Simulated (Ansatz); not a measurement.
```xyz
8

C    -0.2702    0.4711    1.3235
C     0.5527   -0.0571    0.4051
F     1.8305   -0.3522    0.7725
Al    0.0749   -0.4487   -1.4512
Cl   -1.9144    0.0066   -1.9808
H     0.0626    0.6683    2.3489
H    -1.2995    0.7128    1.0465
H     1.0557   -1.0579   -2.5204
```

These are results of Ansatz 0.2.0, RKS r2SCAN/def2-SVP, not measurements.

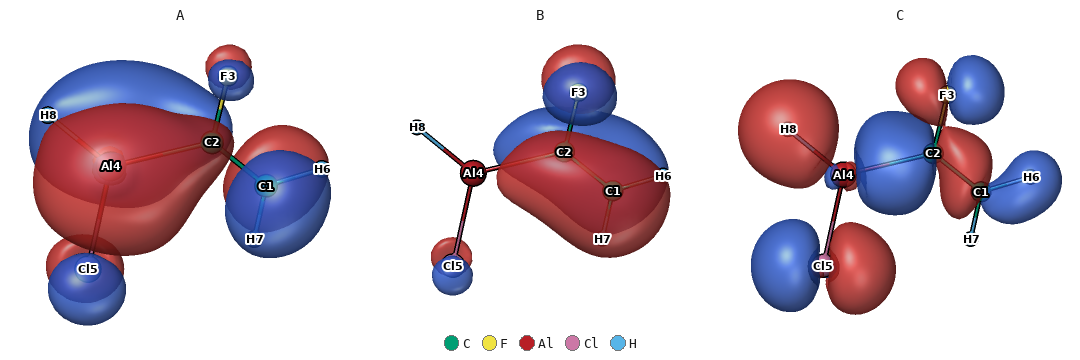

C$_{2}$H$_{3}$AlClF. Three frontier orbitals at ±0.08 Å⁻³ᐟ² (red and blue are the two phases), in no order.

Question: Which picture is the HOMO−1, the HOMO and the LUMO?

Answer: C is the HOMO−1 (−7.49 eV). It lies mainly on C2 (about 25 %), Cl5 (about 20 %), F3 (about 20 %), Al4 (about 15 %), H8 (about 15 %) and C1 (about 5 %); it is symmetric in the molecular plane (an in-plane orbital: σ, lone-pair or in-plane π type). B is the HOMO (−6.84 eV). By Hirshfeld shares it lies mainly on C1 (about 40 %), C2 (about 30 %) and F3 (about 20 %); it changes sign across the molecular plane (π type); π-bonding across C1–C2; π-antibonding (a node) across C2–F3. A is the LUMO (−2.37 eV). Its weight (Hirshfeld) is mainly on Al4 (about 50 %), C1 (about 20 %), C2 (about 15 %) and Cl5 (about 5 %); it changes sign across the molecular plane (π type); π-antibonding (a node) across C1–C2.

Question: What is the HOMO–LUMO gap?

Answer: 4.47 eV between the orbital energies.
